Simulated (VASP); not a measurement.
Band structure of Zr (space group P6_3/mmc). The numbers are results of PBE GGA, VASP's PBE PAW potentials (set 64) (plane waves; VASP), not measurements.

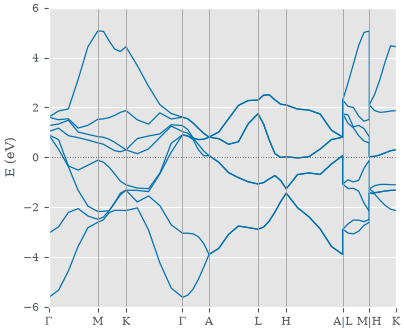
Figure. Bands along high-symmetry lines, zero at the valence-band maximum or, without a gap, the Fermi level

**Question.** Read the plot: is there a gap, and where are the band edges?

**Answer.** It has no gap at this level: it comes out as a metal or semimetal.

The structure comes from a computed database's Zr entry; how it stands against other phases isn't given here. The cell was not relaxed at this level.
